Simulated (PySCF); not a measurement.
# M06-2X/STO-6G run of InF (SMILES [F][In])

What is the vertical ionisation energy of InF at M06-2X/STO-6G? 

The calculation is run with PySCF 2.14.0.

11 further runs of the same task are left out: 5 that didn't finish, 6 set aside as unsound or not needed.

### 1 The system as given

InF: 2 atoms, total charge 0, spin state singlet. SMILES: `[F][In]`. The shape is that of a PBE0-D4/def2-TZVP optimisation.

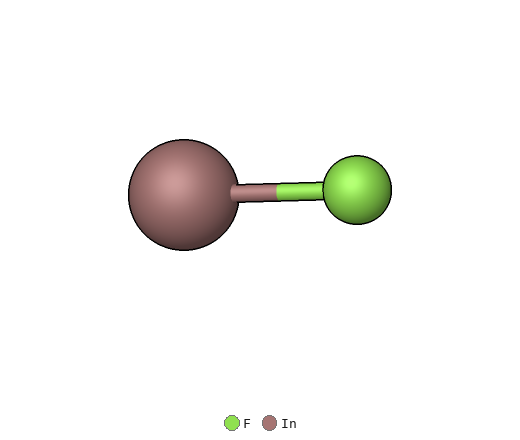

Viewed from a chosen angle; fluorine green, indium brown.

### 2 The energy at M06-2X/STO-6G

The input, geometry.xyz:

```xyz
2

F      0.000000     0.000000     0.015910
In     0.000000     0.000000     2.009580
```

The input, job.py:

```python
# InF
from pyscf import gto, dft

mol = gto.M(
    atom='geometry.xyz',
    basis='sto-6g',
    verbose=4,
    max_memory=1860,
    charge=0,
    spin=0,
)

ks = dft.RKS(mol)
ks.xc = 'm06-2x'
ks.conv_tol = 1e-10
ks.grids.level = 5
ks.kernel()
if not ks.converged:
    ks = ks.newton().run(ks.mo_coeff, ks.mo_occ)

etot = ks.e_tot
print(f'total energy: {etot:.8f} hartree')
```

Command:

```bash
$ OMP_NUM_THREADS=1 python job.py
```

What it wrote:

```text
PySCF version 2.14.0

[INPUT] num. atoms = 2
[INPUT] num. electrons = 58
[INPUT] charge = 0
[INPUT] spin (= nelec alpha-beta = 2S) = 0
[INPUT] symmetry False subgroup None
[INPUT] Mole.unit = angstrom
[INPUT] Symbol           X                Y                Z      unit          X                Y                Z       unit  Magmom
[INPUT]  1 F      0.000000000000   0.000000000000   0.015910000000 AA    0.000000000000   0.000000000000   0.030065542642 Bohr   0.0
[INPUT]  2 In     0.000000000000   0.000000000000   2.009580000000 AA    0.000000000000   0.000000000000   3.797555825403 Bohr   0.0

nuclear repulsion = 117.054051079527
number of shells = 14
number of NR pGTOs = 192
number of NR cGTOs = 32
basis = sto-6g
ecp = {}

******** <class 'pyscf.dft.rks.RKS'> ********
method = RKS
initial guess = minao
damping factor = 0
level_shift factor = 0
DIIS = <class 'pyscf.scf.diis.CDIIS'>
diis_start_cycle = 1
diis_space = 8
diis_damp = 0
SCF conv_tol = 1e-10
SCF conv_tol_grad = None
SCF max_cycles = 50
direct_scf = True
direct_scf_tol = 1e-13
XC library pyscf.dft.libxc version 7.0.0
    S. Lehtola, C. Steigemann, M. J.T. Oliveira, and M. A.L. Marques.,  SoftwareX 7, 1–5 (2018)
XC functionals = m06-2x
    Y. Zhao and D. G. Truhlar.,  Theor. Chem. Acc. 120, 215 (2008)
    Y. Zhao and D. G. Truhlar.,  Theor. Chem. Acc. 120, 215 (2008)
radial grids:
    Treutler-Ahlrichs [JCP 102, 346 (1995); DOI:10.1063/1.469408] (M4) radial grids

becke partition: Becke, JCP 88, 2547 (1988); DOI:10.1063/1.454033
pruning grids: <function nwchem_prune>
grids dens level: 5
symmetrized grids: False
atomic radii adjust function: <function treutler_atomic_radii_adjust>
small_rho_cutoff = 0
Set gradient conv threshold to 1e-05
Initial guess from minao.
tot grids = 91208
init E= -5801.14483060175
  HOMO = -0.577003846137002  LUMO = -0.342291237702688  gap/eV = 6.38686
cycle= 1 E= -5814.12028849487  delta_E=  -13  |g|= 0.391  |ddm|= 1.41
  HOMO = -0.0311898229837937  LUMO = 0.138641257103  gap/eV = 4.62134
cycle= 2 E= -5813.58366734939  delta_E= 0.537  |g|= 1.53  |ddm|= 2.16
  HOMO = -0.121841001848124  LUMO = 0.126187451866183  gap/eV = 6.74920
cycle= 3 E= -5814.19537243938  delta_E= -0.612  |g|= 0.119  |ddm|= 1.36
  HOMO = -0.126519326468584  LUMO = 0.127379629978699  gap/eV = 6.90894
cycle= 4 E= -5814.20158999372  delta_E= -0.00622  |g|= 0.0229  |ddm|= 0.229
  HOMO = -0.126894202924085  LUMO = 0.126316344473157  gap/eV = 6.89021
cycle= 5 E= -5814.20185013075  delta_E= -0.00026  |g|= 0.00284  |ddm|= 0.0384
  HOMO = -0.126767094005054  LUMO = 0.126061175077002  gap/eV = 6.87981
cycle= 6 E= -5814.2018595623  delta_E= -9.43e-06  |g|= 0.000574  |ddm|= 0.0135
  HOMO = -0.126762547623159  LUMO = 0.126046449980653  gap/eV = 6.87928
cycle= 7 E= -5814.20185978606  delta_E= -2.24e-07  |g|= 0.000121  |ddm|= 0.00149
  HOMO = -0.126752123953838  LUMO = 0.126045863225771  gap/eV = 6.87898
cycle= 8 E= -5814.20185979849  delta_E= -1.24e-08  |g|= 8.91e-06  |ddm|= 0.000454
  HOMO = -0.126751183317794  LUMO = 0.126045479878698  gap/eV = 6.87895
cycle= 9 E= -5814.20185979862  delta_E= -1.31e-10  |g|= 5.75e-06  |ddm|= 6e-05
  HOMO = -0.126751848308219  LUMO = 0.126045639785077  gap/eV = 6.87897
cycle= 10 E= -5814.20185979865  delta_E= -2.64e-11  |g|= 3.72e-08  |ddm|= 1.58e-05
  HOMO = -0.126751845880368  LUMO = 0.126045635979543  gap/eV = 6.87897
Extra cycle  E= -5814.20185979864  delta_E= 3.64e-12  |g|= 4.27e-08  |ddm|= 1.26e-07
converged SCF energy = -5814.20185979864
total energy: -5814.20185980 hartree
```

Wall time 5.4 s (1 thread of Arm Neoverse V1, shared host); peak memory 0.23 GiB.

### 3 The doublet cation

The input, input.py:

```python
from pyscf import gto, dft

system = gto.M(
    atom='''
F      0.000000     0.000000     0.030066
In     0.000000     0.000000     3.797556
''',
    spin=1,
    basis='sto-6g',
    unit='bohr',
    charge=1,
    max_memory=1860,
    verbose=3,
)

mf = dft.UKS(system, xc='m06-2x')
mf.grids.level = 5
mf.conv_tol = 1e-10
mf.kernel()
if not mf.converged:
    mf = mf.newton().run(mf.mo_coeff, mf.mo_occ)

energy = mf.e_tot
print('E(%s) = %.9f' % ('M06-2X', energy))
```

Command:

```bash
$ OMP_NUM_THREADS=1 python input.py
```

What it wrote:

```text
WARN: HOMO -0.577003839828841 >= LUMO -0.577003839828843

WARN: HOMO -0.324613398067228 >= LUMO -0.324613398067223

converged SCF energy = -5814.00465962534  <S^2> = 0.76038334  2S+1 = 2.0103565
E(M06-2X) = -5814.004659625
```

It took 10 s on 1 thread of Arm Neoverse V1, shared host; peak memory 0.24 GiB.

### 4 Outcome

At M06-2X/STO-6G:

| quantity | value |
| --- | --- |
| singlet InF: total energy | -5814.20186 Eh |
| singlet InF: dipole moment | 0.32 D |
| singlet InF: HOMO energy | -3.45 eV |
| singlet InF: LUMO energy | 3.43 eV |
| singlet InF: HOMO–LUMO gap | 6.88 eV |
| doublet cation: total energy | -5814.00466 Eh |
| doublet cation: HOMO energy (highest over α and β) | -12.80 eV |
| doublet cation: LUMO energy (lowest over α and β) | -9.11 eV |
| doublet cation: ⟨S²⟩ | 0.760 |
| vertical ionisation energy (to the doublet cation) | 5.366 eV |

In words: Removing an electron at fixed nuclei costs 5.37 eV (518 kJ/mol). The negative HOMO energy of the first species, 3.45 eV, lies 1.92 eV below that difference. In a minimal basis such a difference can be off by several eV, whatever the method. Relativity is left out (singlet InF) although the molecule holds a heavy atom. Relativity is left out (doublet cation) although the molecule holds a heavy atom.
